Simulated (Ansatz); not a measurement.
BHClF3: several calculations on one system

**1. Relaxation**

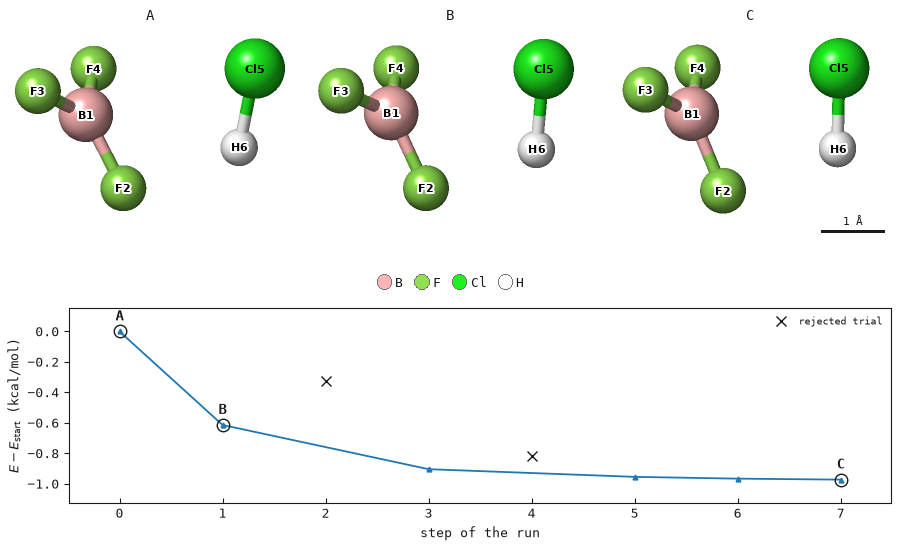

Frames of a relaxation of BHClF3, marked on the history of the run. Style: ball-and-stick. Shown at a tilt.

The run prepares an end point of a later path (reaction) calculation, from a guessed geometry.

These are results of Ansatz, RKS LDA/cc-pVDZ, not measurements.

The input:
```yaml
crystal:
  periodic: [false, false, false]
  atoms:
    - { symbol: B, position_ang: [0.005496, 0.265927, -0.028925] }
    - { symbol: F, position_ang: [0.023071, 0.424295, 1.288136] }
    - { symbol: F, position_ang: [1.13649, 0.289772, -0.699534] }
    - { symbol: F, position_ang: [-1.147984, 0.159286, -0.651261] }
    - { symbol: Cl, position_ang: [0.096032, -2.629928, 0.943763] }
    - { symbol: H, position_ang: [0.024195, -1.624052, 1.82942] }
basis:
  gaussian: { orbitals: cc-pVDZ }
hamiltonian:
  xc: lda
relax:
  f_tol: 0.03
  max_steps: 50
```

Launched with:
```bash
ansatz run input.yaml --threads 1 --pin off --max-ram 2048MiB --backend cpu --events-out ev --progress --plain --runs-dir out
```

**Describe the path.**

Over 5 accepted moves (7 points after the start) the energy falls by 0.97 kcal/mol. The largest force component goes from 0.74 to 0.016 eV/Å. The line search rejected the trial steps at points 2, 4 of the run. The largest move after the best rigid fit is that of Cl5, 0.27 Å. Largest moves by element: Cl 0.27 Å, F 0.14 Å, B 0.10 Å, H 0.04 Å. Among the contacts that change: B1–Cl5 3.056 → 2.697 Å, Cl5–H6 1.342 → 1.311 Å, B1–F2 1.327 → 1.335 Å. Cost: 19 s on 1 thread of Arm Neoverse N1 (shared host), peak memory 0.14 GiB. From step 0 to 1: Cl5 moves most (0.19 Å), energy −0.61 kcal/mol. From step 1 to 7: F and Cl atoms move most (0.08 Å), energy −0.36 kcal/mol.

**2. Relaxation**

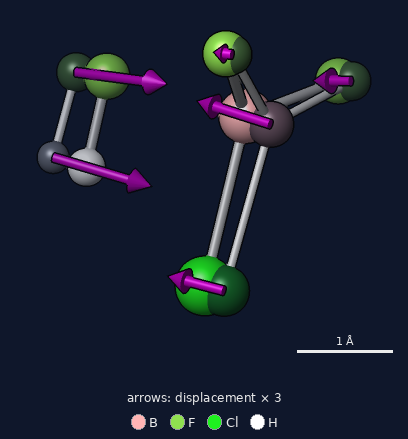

This is a relaxation of BHClF3. The starting structure is drawn faded, the final one solid; purple arrows show the displacements, 3 times their true length. The two geometries are superimposed by the best rigid fit.

The picture is a ball-and-stick view, seen at a tilt.

The run prepares an end point of a later path (reaction) calculation, from a guessed geometry.

Method: Ansatz 0.2.0, RKS LDA/cc-pVDZ. (no spin polarisation; force threshold 0.03 eV/Å; at most 50 steps)

**What did the optimiser do to the structure, and how much energy did it gain?**

After 8 geometry steps the energy has fallen by 6.31 kcal/mol. The largest force component goes from 1.1 to 0.022 eV/Å. The largest move after the best rigid fit is that of an F atom, 0.40 Å. Largest moves by element: F 0.40 Å, H 0.39 Å, B 0.32 Å, Cl 0.23 Å. Some distances before and after: B–F 2.508 → 1.795 Å, Cl–H 2.569 → 2.001 Å, F–H 0.934 → 0.981 Å, B–F 1.312 → 1.326 Å. Among the angles between lasting bonds that change: F–B–Cl 119.2° → 116.5°, F–B–Cl 118.7° → 116.5°. The run took 22 s on 1 thread of Arm Neoverse N1, with other jobs on the host, peak memory 0.14 GiB.

Limits of the set-up: the start holds two separate molecules, 2.5 Å apart at their closest, whose relative position is a soft coordinate and is computed without a dispersion correction.

**3. Path**

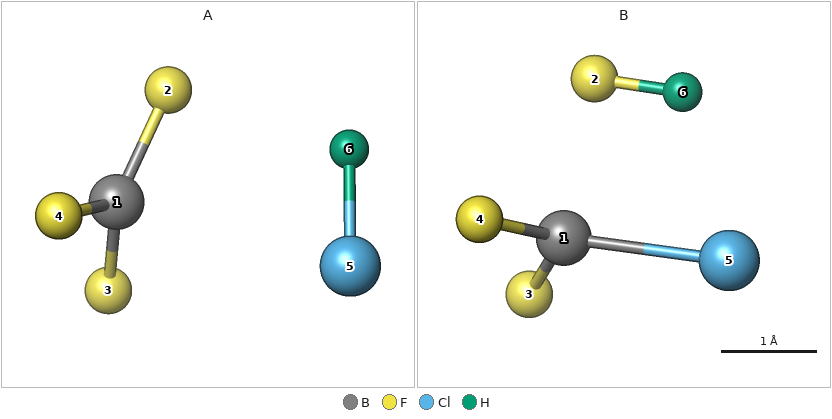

The two relaxed end points of a path for BHClF3. A ball-and-stick model, seen from a free direction.

Theory: Ansatz 0.2.0, RKS LDA/cc-pVDZ.

Run with 5 movable images; climbing image; force threshold 0.05 eV/Å; iteration limit 60.

Start:
```xyz
6

B    -0.0009    0.1749    0.0129
F    -0.0010    0.4607    1.3166
F     1.1411    0.1672   -0.6443
F    -1.1493    0.0921   -0.6278
Cl    0.0859   -2.4049    0.7929
H     0.0614   -1.6047    1.8314
```

End:
```xyz
6

B     0.0164   -0.4015   -0.0962
F     0.0096    0.1120    1.6233
F     1.1460    0.1342   -0.5375
F    -1.1506    0.0596   -0.5220
Cl    0.0762   -2.1774    0.3622
H     0.0396   -0.8416    1.8517
```

What barrier does the band find between them, and by what path?

Answer. Forward barrier 10.9 kcal/mol, backward barrier 1.8 kcal/mol, with image 4 at the top; the reaction energy is +9.1 kcal/mol. Breaking: B1–F2 (1.33 → 1.54 at the top → 1.79 Å), Cl5–H6 (1.31 → 1.58 at the top → 2.00 Å). Forming: B1–Cl5 (2.70 → 2.00 at the top → 1.84 Å), F2–H6 (2.13 → 1.17 at the top → 0.98 Å). The band converged in 8 iterations. The largest component of the band force went from 6.2 to 0.033 eV/Å. The climbing image converged on the top of the path. Its vibrational analysis gives one imaginary mode (511i cm⁻¹), as a transition state must have.

Energies of the converged images:

```json
{"image": "0", "path (Å)": "0.00", "E (kcal/mol)": "0.0"}
{"image": "1", "path (Å)": "0.24", "E (kcal/mol)": "0.5"}
{"image": "2", "path (Å)": "0.49", "E (kcal/mol)": "3.0"}
{"image": "3", "path (Å)": "0.73", "E (kcal/mol)": "7.9"}
{"image": "4", "path (Å)": "0.97", "E (kcal/mol)": "10.9"}
{"image": "5", "path (Å)": "1.18", "E (kcal/mol)": "9.7"}
{"image": "6", "path (Å)": "1.38", "E (kcal/mol)": "9.1"}
```

The geometry at the top of the path:

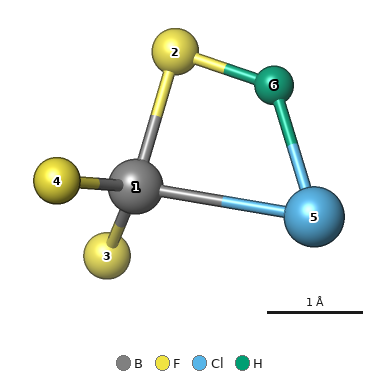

The run took 86 s on 1 thread of Arm Neoverse N1, on a shared host, peak memory 0.14 GiB.
